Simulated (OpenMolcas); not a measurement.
# Bi: CASSCF and CASPT2 terms and fine-structure levels

Aim: the low terms and levels of Bi, with their order and spacing, then second-order correlation under several settings.

The numbers are computed with OpenMolcas 26.06 (state-averaged CASSCF and CASPT2, spin-orbit coupling by RASSI with atomic mean-field integrals), except any that are marked as measured or tabulated.

**1. The atom as given**

- Species: Bi (bismuth, Z = 83, 83 electrons)
- Basis: ANO-RCC [11s10p9d6f4g], 164 functions
- Scalar Hamiltonian: DKH2, point nucleus
- Inactive shells: 1s 2s 2p 3s 3p 3d 4s 4p 4d 4f 5s 5p 5d
- Active space: 5 electrons in 8 orbitals (6s 6p 7s 7p)
- Some configurations of this space: 6p⁵, 6s 6p⁴, 6s² 6p³
- Orbitals: optimised for each spin and parity, averaged over the low roots

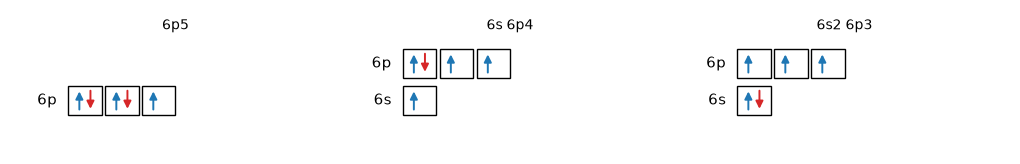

The shells outside the core, filled by Hund's rule for the drawing.

Each step is its own input file, run in one work folder so that later steps find the files of earlier ones. Labels, J, g values, rates, χT and fits are worked out afterwards by a script from the matrices that RASSI stores.

**2. Basis and integrals**

a.inp

```
&GATEWAY
Coord
1

Bi 0.0 0.0 0.0
Basis=ANO-RCC
Group=XYZ
NoMove
AngMom=0.0 0.0 0.0
AMFI
&SEWARD
```

Log:

```text
Basis set label: BI.ANO-RCC.........

      Electronic valence basis set:
      ------------------
      Associated Effective Charge  83.000000 au
      Associated Actual Charge     83.000000 au
      Nuclear Model: Point charge

      Shell  nPrim  nBasis  Cartesian Spherical Contaminant
         s      25      11        X
         p      22      10        X
         d      16       9                 X
         f      12       6                 X
         g       4       4                 X
                  Relativistic Douglas-Kroll-Hess integrals:
                    - DKH order of Hamiltonian: 2
                    - DKH order of Properties : 0
                  Atomic mean-field integrals
```

**3. Start orbitals from a smaller active space**

a.inp

```
&RASSCF
FileOrb=start.orb
Symmetry=2
Spin=4
nActEl=5 0 0
Inactive=20 19
Ras2=1 3
CIRoot=1 1 1
SDav=1
CIMx=300
Iter=120 100
PrWF=0.3
OrbListing=Nothing
MaxOrb=0
Atom
>>> COPY $Project.JobIph JOBPRE
```

Its output is not shown; its orbitals start the next step.

**4. CASSCF: quartets of odd parity, 1 root**

a.inp

```
&RASSCF
FileOrb=start.orb
Symmetry=2
Spin=4
nActEl=5 0 0
Inactive=20 19
Ras2=2 6
CIRoot=1 1 1
SDav=234
CIMx=300
Iter=120 100
PrWF=0.3
OrbListing=Nothing
MaxOrb=0
Atom
>>> COPY $Project.JobIph JOB001
```

Log:

```text
Wave function specifications:
      -----------------------------

      Number of closed shell electrons          78
      Number of electrons in active shells       5
      Max number of holes in RAS1 space          0
      Max nr of electrons in RAS3 space          0
      Number of inactive orbitals               39
      Number of active orbitals                  8
      Number of secondary orbitals             117
      Spin quantum number                      1.5
      State symmetry                             2
Orbital specifications:
      -----------------------

      Symmetry species                           1   2
                                                ag  au
      Frozen orbitals                            0   0
      Inactive orbitals                         20  19
      Active orbitals                            2   6
      RAS1 orbitals                              0   0
      RAS2 orbitals                              2   6
      RAS3 orbitals                              0   0
      Secondary orbitals                        70  47
      Deleted orbitals                           0   0
      Number of basis functions                 92  72
      Number of CSFs                           234
      Number of root(s) required                 1
      Iter CI   SX   CI       RASSCF       Energy    max ROT     max BLB   max BLB  Level Ln srch  Step   QN
          iter iter root      energy       change     param      element    value   shift minimum  type update
 Nr of preliminary CI iterations:   1
      Total energies have been shifted. Add               -21000.00 au
        1   1   18    1  -509.89396556    0.00E+00  -1.78E-01*  21  27 2 -5.00E-03*  0.00   0.00    SX    NO
        2   1   15    1  -509.89530088   -1.34E-03*  2.15E-02   20  29 2  2.28E-03*  0.00   0.00    SX    NO
        3   1   16    1  -509.89533466   -3.38E-05*  7.24E-03   19  30 1  8.13E-04*  0.00   0.00    SX    NO
        4   1   14    1  -509.89533691   -2.25E-06*  1.73E-03   13  39 2 -3.68E-04*  0.00   0.00    SX    NO
        5   1   11    1  -509.89533709   -1.81E-07*  5.74E-04   13  39 2  3.01E-04*  0.00   0.63    QN   YES
        6   1    9    1  -509.89533722   -1.26E-07*  3.23E-04   22  28 2  1.20E-05   0.00   1.06    QN   YES
        7   1    8    1  -509.89533722   -2.99E-09  -1.46E-04   19  30 1  1.18E-05   0.00   1.36    QN   YES
      Convergence after  7 iterations
        8   1    8    1  -509.89533722   -2.98E-10  -1.46E-04   19  30 1 -5.11E-06   0.00   1.36    QN   YES
      Natural orbitals and occupation numbers for root  1
      sym 1:   1.989060   0.005197
      sym 2:   0.998764   0.998764   0.998764   0.003150   0.003150   0.003150
::    RASSCF root number  1 Total energy: -21509.89533722
```

**5. Reference wave functions, doublets of odd parity, 8 roots**

a.inp

```
&RASSCF
FileOrb=start.orb
Symmetry=2
Spin=2
nActEl=5 0 0
Inactive=20 19
Ras2=2 6
CIRoot=8 8 1
SDav=516
CIMx=300
Iter=120 100
PrWF=0.3
OrbListing=Nothing
MaxOrb=0
Atom
>>> COPY $Project.JobIph JOB002
```

Log, shortened:

```text
[...]
      Number of active orbitals                  8
[...]
      Spin quantum number                      0.5
[...]
      Active orbitals                            2   6
[...]
      Number of CSFs                           516
      Number of root(s) required                 8
[...]
      Convergence after  9 iterations
[...]
      Natural orbitals and occupation numbers for root  1
      sym 1:   1.988575   0.004266
      sym 2:   0.998094   0.997467   0.997372   0.004124   0.005120   0.004982
      Natural orbitals and occupation numbers for root  2
      sym 1:   1.988575   0.004266
      sym 2:   0.998073   0.997331   0.997530   0.004152   0.005183   0.004891
      Natural orbitals and occupation numbers for root  3
      sym 1:   1.988575   0.004266
      sym 2:   0.997409   0.997424   0.998100   0.005065   0.005044   0.004116
::    RASSCF root number  1 Total energy: -21509.83887712
::    RASSCF root number  2 Total energy: -21509.83887712
[...]
::    RASSCF root number  5 Total energy: -21509.83887712
::    RASSCF root number  6 Total energy: -21509.81440678
::    RASSCF root number  7 Total energy: -21509.81440678
::    RASSCF root number  8 Total energy: -21509.81440678
```

**6. RASSI: spin-orbit coupling between the states**

a.inp

```
&RASSI
NrOfJobIphs=2 1 8
1
1 2 3 4 5 6 7 8
IphNames
JOB001
JOB002
EJob
SpinOrbit
DIPRint=1.0
SOCoupling=1000.0
Subsets=2
MEES
Property=10
'ANGMOM' 1 'ANGMOM' 2 'ANGMOM' 3 'MLTPL  1' 1 'MLTPL  1' 2 'MLTPL  1' 3
'AMFI' 1 'AMFI' 2 'AMFI' 3 'MLTPL  2' 6
SOProperty=3
'ANGMOM' 1 'ANGMOM' 2 'ANGMOM' 3
```

Log, shortened:

```text
SPIN-FREE ENERGIES:
  (Shifted by EMIN (a.u.) =     -21509.8953372197)
 SF State       Relative EMIN(au)   Rel lowest level(eV)    D:o, cm**(-1)      L_eff
     1             0.0000000000        0.0000000000              0.0000         0.0
     2             0.0564600995        1.5363575740          12391.5595         2.0
     3             0.0564600995        1.5363575740          12391.5595         2.0
     4             0.0564600995        1.5363575740          12391.5595         2.0
     5             0.0564600995        1.5363575740          12391.5595         2.0
     6             0.0564600995        1.5363575740          12391.5595         2.0
     7             0.0809304350        2.2022293247          17762.1774         1.0
     8             0.0809304350        2.2022293247          17762.1774         1.0
     9             0.0809304350        2.2022293247          17762.1774         1.0
     Dipole printing threshold changed to   1.00000000E+00
Eigenvalues of complex Hamiltonian:
   -----------------------------------
  (Shifted by EMIN (a.u.) =     -21509.8953372197)
 SO State       Relative EMIN(au)   Rel lowest level(eV)    D:o, cm**(-1)     J-value
     1            -0.0186954126        0.0000000024              0.0000         1.0
     2            -0.0186954127        0.0000000000              0.0000         1.3
     3            -0.0186954127        0.0000000000              0.0000         1.3
     4            -0.0186954126        0.0000000024              0.0000         1.0
     5             0.0347021196        1.4530208748          11719.4037         1.0
     6             0.0347021196        1.4530208748          11719.4037         1.0
     7             0.0347021197        1.4530208788          11719.4037         1.3
     8             0.0347021197        1.4530208788          11719.4037         1.3
     9             0.0568896417        2.0567741080          16589.0019         1.7
    10             0.0568896417        2.0567741082          16589.0019         1.9
    11             0.0568896417        2.0567741082          16589.0019         1.9
[...]
```

These steps: 61 s of run time, 1 thread, shared host.

The roots that group into whole terms:

| configuration | term | E (cm⁻¹) |
| --- | --- | --- |
| 6s² 6p³ | ⁴S° | 0.0 |
| 6s² 6p³ | ²D° | 12392 |
| 6s² 6p³ | ²P° | 17762 |

Levels with spin-orbit coupling, from the RASSI matrices grouped by J:

```
Configuration  Term    J  E (cm⁻¹)      g  Leading %  Second
      6s² 6p³   ⁴S°  3/2       0.0  1.803         75  19 ²P°
      6s² 6p³   ²D°  3/2     11719  1.108         66  19 ⁴S°
      6s² 6p³   ²D°  5/2     16589  1.200        100        
      6s² 6p³   ²P°  1/2     21780  0.666        100        
      6s² 6p³   ²P°  3/2     30645  1.225         65  28 ²D°
```

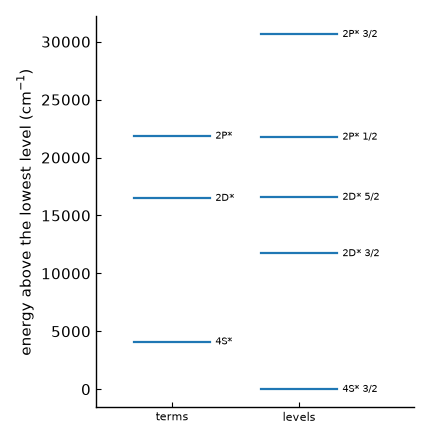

Terms (left) and the levels that spin-orbit coupling splits them into (right).

Orbitals of the lowest block:

| shell | space | energy (hartree) | mean occupation | ⟨r²⟩ (bohr²) |
| --- | --- | --- | --- | --- |
| 1s | inactive | -3336.8580 | 2.000 | 0.000316 |
| 2s | inactive | -606.0207 | 2.000 | 0.00516 |
| 2p | inactive | -521.8699 | 6.000 | 0.00440 |
| 3s | inactive | -149.0244 | 2.000 | 0.0335 |
| 3p | inactive | -124.4414 | 6.000 | 0.0347 |
| 3d | inactive | -98.1815 | 10.000 | 0.0290 |
| 4s | inactive | -35.6707 | 2.000 | 0.161 |
| 4p | inactive | -27.4269 | 6.000 | 0.182 |
| 4d | inactive | -17.4809 | 10.000 | 0.205 |
| 4f | inactive | -6.5949 | 14.000 | 0.230 |
| 5s | inactive | -6.6678 | 2.000 | 0.810 |
| 5p | inactive | -4.2478 | 6.000 | 1.02 |
| 5d | inactive | -1.3157 | 10.000 | 1.74 |
| 6s | RAS2 |  | 1.989 | 5.70 |
| 6p | RAS2 |  | 2.996 | 10.5 |
| 7s | RAS2 |  | 0.005 | 10.5 |
| 7p | RAS2 |  | 0.009 | 15.9 |

[end of part 1 of 2]
